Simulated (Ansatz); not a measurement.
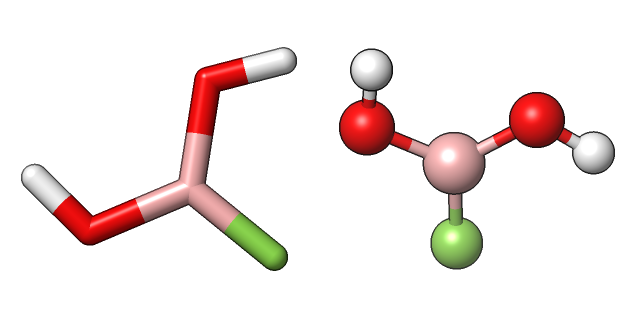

Two views of one molecule. Colours: boron pink, fluorine green, oxygen red, hydrogen white.

Computed geometry: PBE0-D4/def2-TZVP optimisation.

Question: Count the atoms of each element.

Answer: BFH₂O₂, 6 atoms: 1 boron, 1 fluorine, 2 hydrogen and 2 oxygen.

Question: Which point group does it belong to?

Answer: Cs.

Question: How many atoms are distinct by symmetry?

Answer: 6: 1 B, 1 F, 1 O, 1 O, 1 H, 1 H.

Question: Count the bonded pairs by element.

Answer: 2 O–H, 2 B–O, 1 B–F. Sticks follow a distance rule.

More results for the same structure follow; atom numbers are the same in all pictures, views and colours differ.

### Geometry

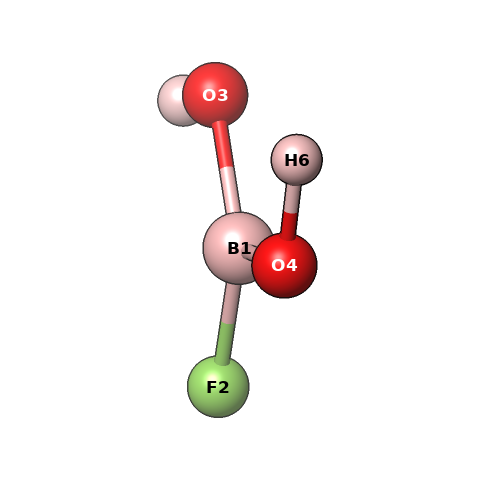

B1 lies behind O4. The molecule seen a little off the O4–B1 bond, O4 in front. Distant atoms are faded towards the background colour.

Question: What is the torsion angle H6–O4–B1–F2? The sign is positive where the front bond must turn clockwise to cover the back bond.

Answer: 180°, antiperiplanar (anti).

### Thermal motion

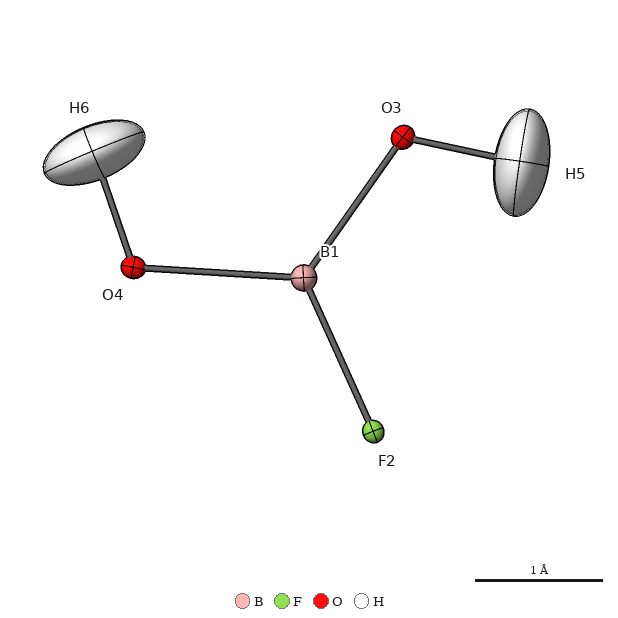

Displacement ellipsoids at the 50 % level, enlarged 2 times, from the internal vibrations of the free molecule (harmonic, no overall translation or rotation; no half-axis is drawn under 0.075 Å). Vibrations computed with RKS PBE0-D4/def2-TZVP (Ansatz 0.2.0). Temperature: 100 K.

List U_eq and the three principal root-mean-square amplitudes for each kind of atom.

```tsv
atom	U_eq (Å²)	rms amplitudes (Å)
B1	0.0014	0.033, 0.034, 0.044
F2	0.00056	0.010, 0.027, 0.029
O3	0.00070	0.016, 0.029, 0.032
O4	0.00069	0.016, 0.029, 0.032
H5	0.0179	0.070, 0.137, 0.173
H6	0.0175	0.069, 0.137, 0.170
```

### Electronic properties

Properties computed with RKS PBE0-D4/def2-TZVPP (Ansatz 0.2.0).

Computed properties:

- HOMO energy (Kohn–Sham orbital): −9.74 eV
- LUMO energy (Kohn–Sham orbital): 0.44 eV
- HOMO–LUMO gap: 10.18 eV

### Dipole moment

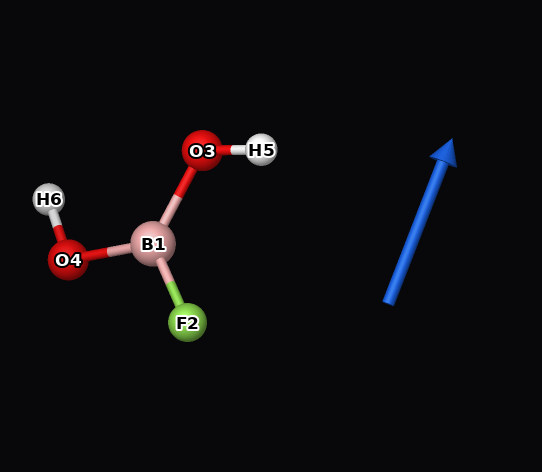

The arrow beside the molecule shows the direction of the dipole moment, from the negative to the positive end (its length means nothing). Properties computed with RKS PBE0-D4/def2-TZVP (Ansatz 0.2.0).

Question: How large is the dipole moment?

Answer: 1.91 D; it points from the side of F2 to the side of H5 (the outermost atoms at the two ends).
